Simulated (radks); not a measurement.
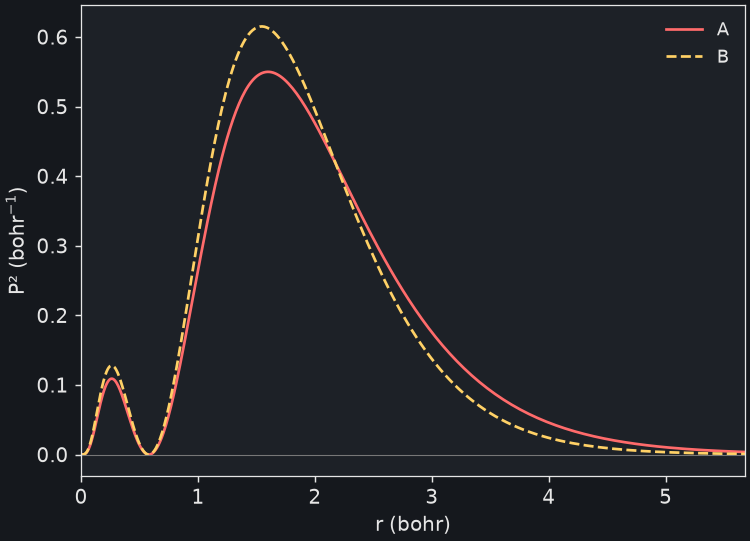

A free S atom was computed in two configurations: [Ne] 3s2 3p3 6d1 (high spin); [Ne] 3s2 3p4 (high spin). Level of theory: scalar-relativistic Kohn-Sham, r2SCAN, spin-polarised, spherical densities, finite nucleus. Computed with the in-house radial solver radks.

The plot shows P² of the 3p up orbital in both runs (large components where relativistic).

Assign A and B.

Answer. A is [Ne] 3s2 3p4 (high spin) (⟨r⟩ = 2.03 bohr, eigenvalue −8.13 eV); B is [Ne] 3s2 3p3 6d1 (high spin) (⟨r⟩ = 1.87 bohr, eigenvalue −17.5 eV). The orbital is smaller where the other electrons screen the nucleus less.
